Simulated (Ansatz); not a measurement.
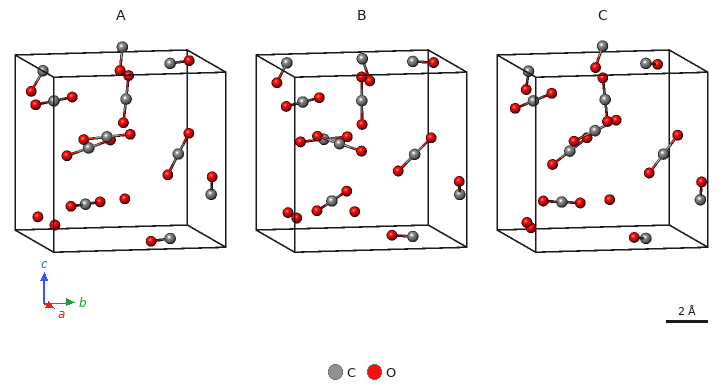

3 geometries from one relaxation of an amorphous cell of composition CO2, in shuffled order. The picture is a ball-and-stick view of the cell of the calculation (origin shifted), seen slightly off an axis.

The cell holds 10 CO2. The run prepares the start of a later molecular dynamics calculation, from a guessed geometry.

These are results of DFT PBE-D3(BJ), scalar-relativistic, plane waves, PAW (Ansatz), not measurements. (plane-wave cutoff 420 eV; k-point mesh 1 × 1 × 1; occupations fermi dirac; smearing width 0.02 eV; no spin polarisation; atoms relaxed in a fixed cell; force threshold 0.3 eV/Å; at most 15 steps)

Question: Put them in the order of the run, from the start to the converged end.

Answer: B, A, C. They are steps 0, 7, 16, at +51.1 meV per atom, +7.7 meV per atom relative to the last. Over 14 accepted moves (16 points after the start) the energy falls by 51.1 meV per atom. Largest force component: 1.2 eV/Å at the start, 0.026 eV/Å at the end. 2 steps only repeated the SCF at the same geometry. The forces were under the threshold at step 8, but the run went on from there. The largest move is that of an O atom, 1.81 Å along [−1 1 2]. By element the largest moves are O 1.81 Å, C 1.00 Å. The cell stays as it was. Near-neighbour distances that change, for instance: C–O 1.179 → 1.170 Å.

Limits of the set-up: the program's low-accuracy preset was used.
